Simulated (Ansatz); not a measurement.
**CH7BO2Si2: geometry relaxation (part 1 of 2)**

The run: geometry relaxation of CH7BO2Si2. Method and program: RKS PBE0-D4/def2-SVP (Ansatz 0.2.0).

It belongs to a series of runs on one base structure; here: end point A relaxed. Figures and captions count atoms from 1; the log counts them from 0 in places.

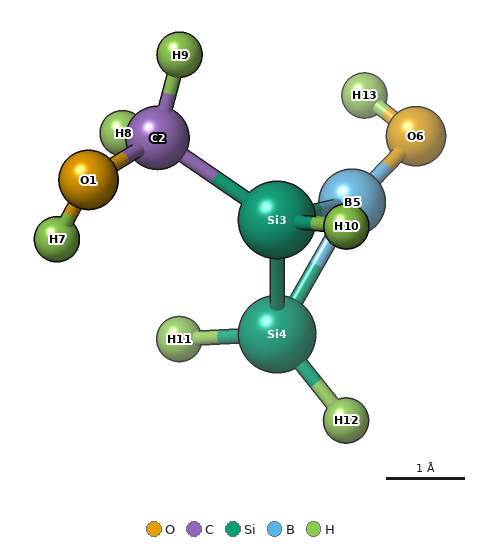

Fig. 1: The starting structure (ball-and-stick view, seen at a tilt; atoms are numbered from 1 in the order of the input).

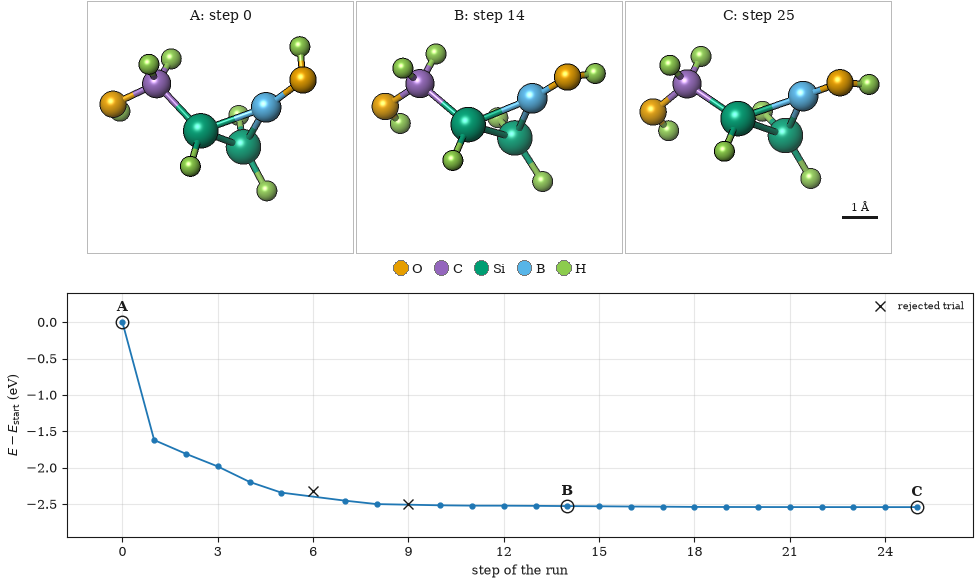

Fig. 2: Frames of the relaxation (ball-and-stick view, seen at a tilt) above the curves, on which the letters mark them (the first geometry is step 0 here and step 1 in the log).

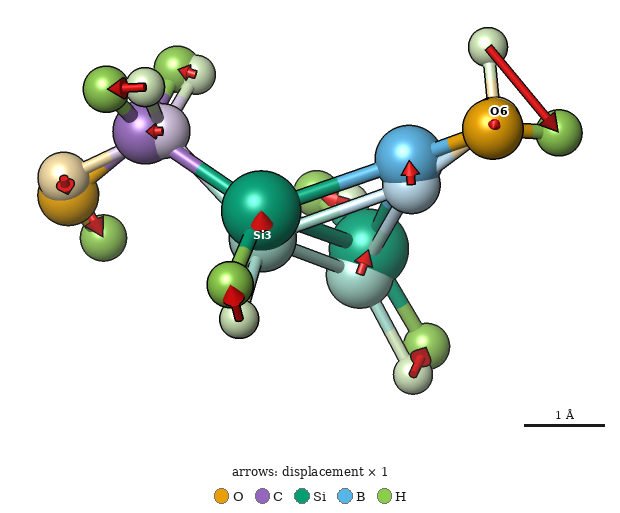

Fig. 3: Start (faint) and end (solid) with the displacements as red arrows, at true length (ball-and-stick view, seen at a tilt). The two geometries are laid on each other by the best rigid fit. After 25 geometry steps the energy has fallen by 2.542 eV. Largest force component: 5.5 eV/Å at the start, 0.012 eV/Å at the end. The line search rejected the trial steps at points 6, 9 (counted from 0) and went back. The largest move after the best rigid fit is that of H13, 1.41 Å. By element the largest moves are H 1.41 Å, Si 0.50 Å, B 0.32 Å, O 0.31 Å, C 0.23 Å. Among the contacts that change: Si3–Si4 1.985 → 2.377 Å, B5–O6 1.480 → 1.341 Å, Si4–H12 1.430 → 1.495 Å, Si4–H11 1.556 → 1.498 Å. Among the angles that change: C2–Si3–Si4 117.6° → 104.0°, Si3–B5–Si4 59.8° → 72.8°, B5–Si4–H12 112.2° → 124.8°. (Atoms are counted from 1 in the order of the input.)

The input and output of the run follow.

Input file:
```yaml
crystal:
  periodic: [false, false, false]
  atoms:
    - { symbol: O, position_ang: [0.6021, -1.7761, 2.0388] }
    - { symbol: C, position_ang: [0.1651, -0.455, 1.607] }
    - { symbol: Si, position_ang: [0.8586, -0.0829, -0.0933] }
    - { symbol: Si, position_ang: [-0.2634, -0.5427, -1.6654] }
    - { symbol: B, position_ang: [-0.1417, 1.3495, -1.0499] }
    - { symbol: O, position_ang: [-0.5036, 2.7804, -1.1656] }
    - { symbol: H, position_ang: [0.015, -2.3725, 1.5289] }
    - { symbol: H, position_ang: [-0.9016, -0.3478, 1.5689] }
    - { symbol: H, position_ang: [0.5623, 0.3135, 2.37] }
    - { symbol: H, position_ang: [2.3496, 0.0008, -0.2412] }
    - { symbol: H, position_ang: [-1.6858, -1.0743, -1.3254] }
    - { symbol: H, position_ang: [0.3076, -0.7272, -2.9629] }
    - { symbol: H, position_ang: [-1.3439, 2.8994, -0.5951] }
basis:
  gaussian: { orbitals: def2-SVP }
hamiltonian:
  xc: pbe0
  dispersion: d4
relax:
  f_tol: 0.015
  max_steps: 40
```

Run as:
```bash
ansatz run input.yaml --threads 2 --pin off --max-ram 3072MiB --backend cpu --events-out ev --progress --plain --runs-dir out
```

What the program printed:
```
The last accepted step is kept in [file] (removed where the run ends without a failure and the disk answers)
Engine: ansatz 0.2.0, x86_64-unknown-linux-gnu
Functional definition: PBE0
  parameter a = 0.25
  parameter kappa = 0.804
  parameter beta = 0.06672455060314922
  exchange = (1 - a)*pbe_x(kappa = kappa, mu = beta*pi^2/3) + a*exact_x
  correlation = pbe_c(beta = beta)
1338 factors; integrals over basis functions are off by at most 5.7e-4 eV
mean field evaluation 1: about -21644.2147 eV, gradient 5.6e1 eV
mean field evaluation 2: about -21636.3240 eV, gradient 8.5e1 eV
mean field evaluation 4: about -21650.4678 eV, gradient 3.3e0 eV
mean field evaluation 8: about -21650.5196 eV, gradient 9.7e-2 eV
mean field evaluation 16: about -21650.5196 eV, gradient 1.8e-4 eV
mean field -21650.51962613 eV, -795.6419210108 hartree, gradient 1.9e-5 eV, S^2 0.000000; 0 other end points of the search recorded, 0 dependent functions left out
the calculation of the forces begins
reference -21650.51965533 eV, -795.6419220842 hartree; 31, 31 occupied and 96, 96 virtual orbitals, 1338 factors
relax step   1: F+E_penalty+E_count = -21650.78719058 eV  Δ(F+E_penalty+E_count) = +0.000e0 eV  max|allowed force component| = 5.469e0 eV/Å  Δτ_max = 0.0000 Å  (31 SCF iters, accepted)
these checks for a lower state are left out or cut short: starts, cluster_reference, orbital_swaps, neighbouring_geometries, increment
1338 factors; integrals over basis functions are off by at most 6.3e-4 eV
mean field -21652.14677990 eV, -795.7017178091 hartree, gradient 1.3e-5 eV, S^2 0.000000; 0 other end points of the search recorded, 0 dependent functions left out
[... from here on the field's lines of each further geometry are left out, up to the last ...]
relax step   2: F+E_penalty+E_count = -21652.40746151 eV  Δ(F+E_penalty+E_count) = -1.620e0 eV  max|allowed force component| = 2.235e0 eV/Å  Δτ_max = 0.1955 Å  (32 SCF iters, accepted)
relax step   3: F+E_penalty+E_count = -21652.59665079 eV  Δ(F+E_penalty+E_count) = -1.892e-1 eV  max|allowed force component| = 7.041e-1 eV/Å  Δτ_max = 0.1359 Å  (32 SCF iters, accepted)
relax step   4: F+E_penalty+E_count = -21652.76992736 eV  Δ(F+E_penalty+E_count) = -1.733e-1 eV  max|allowed force component| = 1.626e0 eV/Å  Δτ_max = 0.1952 Å  (36 SCF iters, accepted)
relax step   5: F+E_penalty+E_count = -21652.98195030 eV  Δ(F+E_penalty+E_count) = -2.120e-1 eV  max|allowed force component| = 2.607e0 eV/Å  Δτ_max = 0.1954 Å  (31 SCF iters, accepted)
relax step   6: F+E_penalty+E_count = -21653.12948446 eV  Δ(F+E_penalty+E_count) = -1.475e-1 eV  max|allowed force component| = 1.810e0 eV/Å  Δτ_max = 0.2000 Å  (29 SCF iters, accepted)
relax step   7: F+E_penalty+E_count = -21653.11227665 eV  Δ(F+E_penalty+E_count) = +1.721e-2 eV  max|allowed force component| = 2.632e0 eV/Å  Δτ_max = 0.1934 Å  (36 SCF iters, rejected (line search))
relax step   8: F+E_penalty+E_count = -21653.23975566 eV  Δ(F+E_penalty+E_count) = -1.103e-1 eV  max|allowed force component| = 9.049e-1 eV/Å  Δτ_max = 0.0966 Å  (30 SCF iters, accepted)
relax step   9: F+E_penalty+E_count = -21653.28716819 eV  Δ(F+E_penalty+E_count) = -4.741e-2 eV  max|allowed force component| = 5.675e-1 eV/Å  Δτ_max = 0.1000 Å  (31 SCF iters, accepted)
relax step  10: F+E_penalty+E_count = -21653.28563917 eV  Δ(F+E_penalty+E_count) = +1.529e-3 eV  max|allowed force component| = 3.655e-1 eV/Å  Δτ_max = 0.1500 Å  (31 SCF iters, rejected (line search))
relax step  11: F+E_penalty+E_count = -21653.30395912 eV  Δ(F+E_penalty+E_count) = -1.679e-2 eV  max|allowed force component| = 2.597e-1 eV/Å  Δτ_max = 0.0715 Å  (31 SCF iters, accepted)
relax step  12: F+E_penalty+E_count = -21653.30841483 eV  Δ(F+E_penalty+E_count) = -4.456e-3 eV  max|allowed force component| = 4.610e-2 eV/Å  Δτ_max = 0.0750 Å  (32 SCF iters, accepted)
relax step  13: F+E_penalty+E_count = -21653.30892393 eV  Δ(F+E_penalty+E_count) = -5.091e-4 eV  max|allowed force component| = 7.956e-2 eV/Å  Δτ_max = 0.0491 Å  (31 SCF iters, accepted)
relax step  14: F+E_penalty+E_count = -21653.31109990 eV  Δ(F+E_penalty+E_count) = -2.176e-3 eV  max|allowed force component| = 5.288e-2 eV/Å  Δτ_max = 0.0346 Å  (32 SCF iters, accepted)
relax step  15: F+E_penalty+E_count = -21653.31465163 eV  Δ(F+E_penalty+E_count) = -3.552e-3 eV  max|allowed force component| = 1.692e-1 eV/Å  Δτ_max = 0.1121 Å  (30 SCF iters, accepted)
relax step  16: F+E_penalty+E_count = -21653.31728164 eV  Δ(F+E_penalty+E_count) = -2.630e-3 eV  max|allowed force component| = 2.076e-1 eV/Å  Δτ_max = 0.0715 Å  (31 SCF iters, accepted)
relax step  17: F+E_penalty+E_count = -21653.32064580 eV  Δ(F+E_penalty+E_count) = -3.364e-3 eV  max|allowed force component| = 2.406e-1 eV/Å  Δτ_max = 0.0917 Å  (31 SCF iters, accepted)
relax step  18: F+E_penalty+E_count = -21653.32276699 eV  Δ(F+E_penalty+E_count) = -2.121e-3 eV  max|allowed force component| = 2.326e-1 eV/Å  Δτ_max = 0.0400 Å  (31 SCF iters, accepted)
relax step  19: F+E_penalty+E_count = -21653.32588878 eV  Δ(F+E_penalty+E_count) = -3.122e-3 eV  max|allowed force component| = 2.115e-1 eV/Å  Δτ_max = 0.0699 Å  (32 SCF iters, accepted)
relax step  20: F+E_penalty+E_count = -21653.32708162 eV  Δ(F+E_penalty+E_count) = -1.193e-3 eV  max|allowed force component| = 1.216e-1 eV/Å  Δτ_max = 0.0382 Å  (31 SCF iters, accepted)
relax step  21: F+E_penalty+E_count = -21653.32771646 eV  Δ(F+E_penalty+E_count) = -6.348e-4 eV  max|allowed force component| = 6.879e-2 eV/Å  Δτ_max = 0.0298 Å  (31 SCF iters, accepted)
relax step  22: F+E_penalty+E_count = -21653.32818459 eV  Δ(F+E_penalty+E_count) = -4.681e-4 eV  max|allowed force component| = 3.379e-2 eV/Å  Δτ_max = 0.0218 Å  (32 SCF iters, accepted)
relax step  23: F+E_penalty+E_count = -21653.32847426 eV  Δ(F+E_penalty+E_count) = -2.897e-4 eV  max|allowed force component| = 3.248e-2 eV/Å  Δτ_max = 0.0177 Å  (32 SCF iters, accepted)
relax step  24: F+E_penalty+E_count = -21653.32861767 eV  Δ(F+E_penalty+E_count) = -1.434e-4 eV  max|allowed force component| = 3.321e-2 eV/Å  Δτ_max = 0.0145 Å  (32 SCF iters, accepted)
relax step  25: F+E_penalty+E_count = -21653.32870569 eV  Δ(F+E_penalty+E_count) = -8.802e-5 eV  max|allowed force component| = 1.905e-2 eV/Å  Δτ_max = 0.0141 Å  (33 SCF iters, accepted)
the calculation of the forces begins
reference -21653.06241468 eV, -795.7353667665 hartree; 31, 31 occupied and 96, 96 virtual orbitals, 1338 factors
relax step  26: F+E_penalty+E_count = -21653.32876139 eV  Δ(F+E_penalty+E_count) = -5.570e-5 eV  max|allowed force component| = 1.242e-2 eV/Å  Δτ_max = 0.0089 Å  (25 SCF iters, accepted)
1338 factors; integrals over basis functions are off by at most 6.4e-4 eV
mean field -21653.06238567 eV, -795.7353657006 hartree, gradient 1.5e-5 eV, S^2 0.000000; 1 other end points of the search recorded, 0 dependent functions left out
the calculation of the forces begins
reference -21653.06241468 eV, -795.7353667665 hartree; 31, 31 occupied and 96, 96 virtual orbitals, 1338 factors
Total energy: -21653.32879039 eV, -795.7451558935 hartree
Atom 0 at     0.588287    -1.982393     1.796692 Å, force    -0.000021    -0.002973    -0.002872 eV/Å
Atom 1 at     0.210819    -0.631698     1.745058 Å, force    -0.001976     0.005443    -0.000406 eV/Å
Atom 2 at     0.896586     0.289782     0.217570 Å, force    -0.002169    -0.007423     0.000721 eV/Å
Atom 3 at    -0.561541    -0.352751    -1.546369 Å, force    -0.007994    -0.007858     0.004256 eV/Å
Atom 4 at    -0.310943     1.501770    -0.813389 Å, force    -0.000116     0.009243    -0.011600 eV/Å
Atom 5 at    -0.368294     2.794019    -1.165663 Å, force    -0.008597     0.004735    -0.003865 eV/Å
Atom 6 at     0.319140    -2.391877     0.966121 Å, force     0.001498     0.000404     0.001728 eV/Å
Atom 7 at    -0.888198    -0.485146     1.786449 Å, force     0.006655     0.000666     0.000099 eV/Å
Atom 8 at     0.615905    -0.142910     2.647386 Å, force    -0.003035    -0.000223     0.000205 eV/Å
Atom 9 at     2.388622     0.365848     0.178261 Å, force    -0.002495     0.000501    -0.000052 eV/Å
Atom 10 at    -1.611073    -1.206914    -0.902840 Å, force     0.007074     0.005271    -0.003137 eV/Å
Atom 11 at    -0.318370    -0.747705    -2.967944 Å, force     0.000871     0.002071     0.002507 eV/Å
Atom 12 at    -0.940640     2.955076    -1.926530 Å, force     0.010303    -0.009855     0.012417 eV/Å
Dipole moment:    -0.315450     0.281933    -0.379596 e Å
```

Trajectory as extended XYZ (Å, eV, eV/Å), 26 frames, from step=1 to step=26:
```
13
Properties=species:S:1:pos:R:3:forces:R:3 step=1 energy=-21650.78719
O     0.6021   -1.7761    2.0388   -1.3169   0.6140  -0.7613
C     0.1651   -0.4550    1.6070    2.2720  -0.2773   1.6672
Si    0.8586   -0.0829   -0.0933    4.3968   2.5597   5.2177
Si   -0.2634   -0.5427   -1.6654   -5.4688  -1.1663  -4.4443
B    -0.1417    1.3495   -1.0499   -0.6017   3.1805  -0.1132
O    -0.5036    2.7804   -1.1656   -1.2921  -3.0441   1.6142
H     0.0150   -2.3725    1.5289    0.6411   0.1783   0.5209
H    -0.9016   -0.3478    1.5689   -1.1707   0.0291   0.2000
H     0.5623    0.3135    2.3700   -0.5166  -1.0470  -1.0012
H     2.3496    0.0008   -0.2412   -0.0461  -0.2382   0.1648
H    -1.6858   -1.0743   -1.3254    0.7984  -0.0519  -0.3977
H     0.3076   -0.7272   -2.9629    0.3368  -0.5972  -1.2548
H    -1.3439    2.8994   -0.5951    1.9678  -0.1397  -1.4121
13
Properties=species:S:1:pos:R:3:forces:R:3 step=2 energy=-21652.40746
O     0.5837   -1.7862    2.0731   -0.5674   0.7433  -0.4501
C     0.2039   -0.4569    1.6746    0.6982  -0.6237   0.7846
Si    0.9258    0.0593    0.0034    0.6468   0.0811   0.1798
Si   -0.3851   -0.4671   -1.7985   -0.7189  -0.2697  -0.1823
B    -0.1428    1.3903   -1.0498   -0.4829   2.2349  -0.2850
O    -0.5099    2.7525   -1.1726   -0.2557  -2.0060   0.7718
H     0.0371   -2.3779    1.5336    0.2994   0.0602   0.1544
H    -0.8859   -0.3354    1.6469   -0.3087   0.0960   0.0470
H     0.5825    0.2550    2.4432   -0.1203  -0.3457  -0.1670
H     2.4187    0.0045   -0.1409   -0.1061  -0.0430   0.1334
H    -1.7055   -1.1412   -1.4617    0.3172   0.0520  -0.1806
H     0.2171   -0.8228   -3.1023   -0.0074  -0.1531  -0.2606
H    -1.3194    2.8910   -0.6340    0.6060   0.1738  -0.5454
13
Properties=species:S:1:pos:R:3:forces:R:3 step=3 energy=-21652.59665
O     0.5693   -1.7963    2.0593   -0.3037   0.2272  -0.2789
C     0.2239   -0.4620    1.7234   -0.0111  -0.4244   0.2294
Si    0.9219    0.0862    0.0352    0.3021   0.0767  -0.0730
Si   -0.4163   -0.4452   -1.8083   -0.2324  -0.1685   0.0014
B    -0.1640    1.4236   -1.0346    0.1575   0.2414  -0.2051
O    -0.4814    2.7354   -1.1795   -0.4640  -0.2383   0.7041
H     0.0874   -2.3698    1.4454    0.2118   0.0876   0.1329
H    -0.8726   -0.3030    1.7246   -0.0103   0.0508   0.0502
H     0.6286    0.1884    2.5170    0.0344  -0.0065  -0.0588
H     2.4129    0.0036   -0.0576   -0.0100  -0.0252   0.0368
H    -1.6990   -1.1666   -1.5143    0.0180  -0.0581   0.0038
H     0.1532   -0.8501   -3.1314    0.0025   0.0550   0.0107
H    -1.3436    2.9209   -0.7644    0.3051   0.1823  -0.5535
13
Properties=species:S:1:pos:R:3:forces:R:3 step=4 energy=-21652.76993
O     0.5482   -1.8043    2.0488    0.0171   0.0942   0.0378
C     0.2282   -0.4730    1.7355   -0.2412   0.0099   0.0288
Si    0.9391    0.0892    0.0449    0.2163   0.1194  -0.3364
Si   -0.4467   -0.4334   -1.7917   -0.1237  -0.0102   0.2454
B    -0.1521    1.4476   -1.0098    0.2950  -0.5236  -0.0444
O    -0.4389    2.7534   -1.0922   -1.6255   0.4584   1.0246
H     0.1212   -2.3672    1.3977   -0.0216  -0.1153  -0.1341
H    -0.8678   -0.2807    1.7557    0.1211   0.0050   0.0144
H     0.6587    0.1550    2.5303    0.0553   0.0685  -0.0074
H     2.4279   -0.0138   -0.0216    0.0266  -0.0897   0.0195
H    -1.7044   -1.1921   -1.5110   -0.0661  -0.1014   0.0201
H     0.1188   -0.8332   -3.1246   -0.0093   0.1727   0.0833
H    -1.4120    2.9177   -0.9472    1.3559  -0.0879  -0.9514
13
Properties=species:S:1:pos:R:3:forces:R:3 step=5 energy=-21652.98195
O     0.5390   -1.8049    2.0394   -0.0467  -0.2557  -0.0837
C     0.2292   -0.4760    1.7316   -0.1550   0.2755  -0.0212
Si    0.9564    0.0799    0.0398    0.0864   0.1972  -0.2342
Si   -0.4678   -0.4277   -1.7618   -0.0656   0.1384   0.2313
B    -0.1457    1.4571   -0.9754    0.3038  -0.1737   0.1372
O    -0.4345    2.7734   -0.9621   -2.6067  -0.2778   0.1355
H     0.1355   -2.3688    1.3673    0.0663   0.0497   0.0411
H    -0.8636   -0.2673    1.7603    0.1202  -0.0047  -0.0147
H     0.6745    0.1481    2.5238    0.0184   0.0358  -0.0281
H     2.4430   -0.0348   -0.0141    0.0371  -0.1208  -0.0091
H    -1.7156   -1.2078   -1.4938   -0.0621  -0.0632   0.0070
H     0.1024   -0.7944   -3.1010   -0.0230   0.1788   0.0609
H    -1.4326    2.8882   -1.1393    2.3270   0.0205  -0.2219
13
Properties=species:S:1:pos:R:3:forces:R:3 step=6 energy=-21653.12948
O     0.5048   -1.8382    1.9977   -0.0263  -0.1176  -0.0542
C     0.2500   -0.4824    1.7438   -0.1456   0.1309  -0.0637
Si    1.0041    0.0990    0.0735   -0.0665   0.0827  -0.2502
Si   -0.4824   -0.3927   -1.6999    0.1424  -0.0272   0.2037
B    -0.1230    1.4663   -0.9025   -0.2383   0.0641  -0.2547
O    -0.5041    2.7542   -1.0064   -1.6144  -0.2608   0.1385
H     0.0954   -2.3634    1.2977    0.0606   0.1163   0.0350
H    -0.8354   -0.2362    1.7702    0.1421   0.0123   0.0068
H     0.7159    0.0958    2.5586   -0.0019  -0.0102  -0.0010
H     2.4875   -0.0598    0.0119    0.0094  -0.0447   0.0076
H    -1.7176   -1.1956   -1.4449   -0.0335  -0.0714   0.0510
H     0.0789   -0.7002   -3.0593   -0.0378   0.1527   0.0940
H    -1.4538    2.8183   -1.3255    1.8097  -0.0269   0.0873
13
Properties=species:S:1:pos:R:3:forces:R:3 step=7 energy=-21653.11228 accepted=F
O     0.5123   -1.8252    1.9977   -0.0429  -0.3407  -0.0708
C     0.2560   -0.4712    1.7548   -0.3570   0.0825  -0.3021
Si    0.9932    0.1172    0.0754   -0.3597  -0.1089  -0.2311
Si   -0.5173   -0.4051   -1.7300    0.5801   0.1421   0.2579
B    -0.1716    1.4524   -0.9043    0.3229  -0.8174   0.2739
O    -0.5376    2.7237   -0.8209   -2.6322   0.6820  -2.1495
H     0.1287   -2.3444    1.2768    0.0839   0.1533   0.1046
H    -0.8324   -0.2231    1.7944    0.2279  -0.0179  -0.0241
H     0.7198    0.0920    2.5726    0.1256   0.1637   0.1170
H     2.4789   -0.0525    0.0302   -0.0528   0.0091  -0.0944
H    -1.7116   -1.2624   -1.4593   -0.1066   0.0545   0.0294
H     0.0410   -0.7046   -3.0996   -0.0557   0.1362   0.2065
H    -1.3392    2.8682   -1.4730    2.2666  -0.1383   1.8827
```
